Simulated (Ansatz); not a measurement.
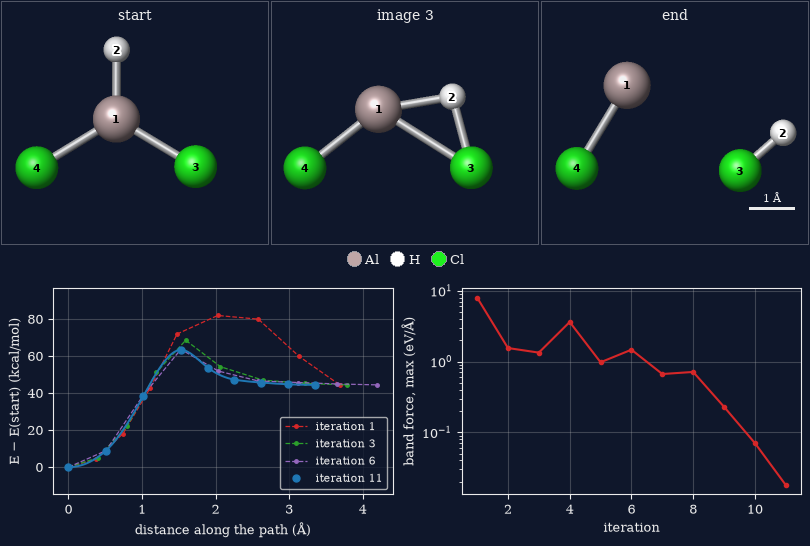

NEB run on AlHCl2. Images are numbered from 0 (start) to 8 (end). The plot follows the band through its iterations. Style: ball-and-stick. Shown face on.

Level of theory: RKS PBE0-D4/cc-pVDZ (Ansatz).

The input:
```yaml
crystal:
  periodic: [false, false, false]
  atoms:
    - { symbol: Al, position_ang: [0.319031, 0.0, 0.348889] }
    - { symbol: H, position_ang: [0.090243, 0.0, 1.903055] }
    - { symbol: Cl, position_ang: [2.269198, 0.0, -0.465299] }
    - { symbol: Cl, position_ang: [-1.311671, 0.0, -0.997446] }
basis:
  gaussian: { orbitals: cc-pVDZ }
hamiltonian:
  xc: pbe0
  dispersion: d4
neb:
  order_check: false
  images: 7
  f_tol: 0.05
  max_iterations: 60
  final_atoms:
    - { symbol: Al, position_ang: [-1.40502067, 0.0, 0.37697717] }
    - { symbol: H, position_ang: [2.06300075, 0.0, 1.74168516] }
    - { symbol: Cl, position_ang: [1.83036841, 0.0, 0.46959588] }
    - { symbol: Cl, position_ang: [-1.12154749, 0.0, -1.7990592] }
  initial_path:
    images:
      - { positions_ang: [[0.319031, 0.0, 0.348889], [0.090243, 0.0, 1.903055], [2.269198, 0.0, -0.465299], [-1.311671, 0.0, -0.997446]] }
      - { positions_ang: [[0.23942784, 0.0, 0.26140003], [0.29160426, 0.0, 1.80587551], [2.30129429, 0.0, -0.24946824], [-1.46552539, 0.0, -1.0286083]] }
      - { positions_ang: [[0.15982468, 0.0, 0.17391106], [0.49296553, 0.0, 1.70869602], [2.33339057, 0.0, -0.03363747], [-1.61937978, 0.0, -1.05977061]] }
      - { positions_ang: [[0.08022152, 0.0, 0.08642209], [0.69432679, 0.0, 1.61151653], [2.36548686, 0.0, 0.18219329], [-1.77323417, 0.0, -1.09093291]] }
      - { positions_ang: [[0.00061835, 0.0, -0.00106688], [0.89568805, 0.0, 1.51433704], [2.39758315, 0.0, 0.39802406], [-1.92708855, 0.0, -1.12209521]] }
      - { positions_ang: [[-0.3507914, 0.0, 0.09344413], [1.18751623, 0.0, 1.57117407], [2.25577947, 0.0, 0.41591701], [-1.72570329, 0.0, -1.29133621]] }
      - { positions_ang: [[-0.70220116, 0.0, 0.18795514], [1.4793444, 0.0, 1.6280111], [2.11397578, 0.0, 0.43380997], [-1.52431802, 0.0, -1.46057721]] }
      - { positions_ang: [[-1.05361091, 0.0, 0.28246616], [1.77117257, 0.0, 1.68484813], [1.9721721, 0.0, 0.45170292], [-1.32293276, 0.0, -1.62981821]] }
      - { positions_ang: [[-1.40502067, 0.0, 0.37697717], [2.06300075, 0.0, 1.74168516], [1.83036841, 0.0, 0.46959588], [-1.12154749, 0.0, -1.7990592]] }
```

Launched with:
```bash
ansatz run input.yaml --threads 1 --pin off --max-ram 2048MiB --backend cpu --events-out ev --progress --plain --runs-dir out
```

Q: Judge this run.

A: The result is final at these settings. The band converged in 11 iterations. The largest component of the band force went from 8 to 0.018 eV/Å. The climbing image converged on the top of the path. Its vibrational analysis gives one imaginary mode (1030i cm⁻¹), as a transition state must have. The first iteration put the highest image at 82.0 kcal/mol. The highest point, image 3, lies 63.4 kcal/mol above the start and 18.9 kcal/mol above the end; the end is at +44.5 kcal/mol relative to the start.

The run took 2.1 min on 1 thread of AMD EPYC 7R43 64-Core Processor (Zen 3), on a shared host, peak memory 0.14 GiB.
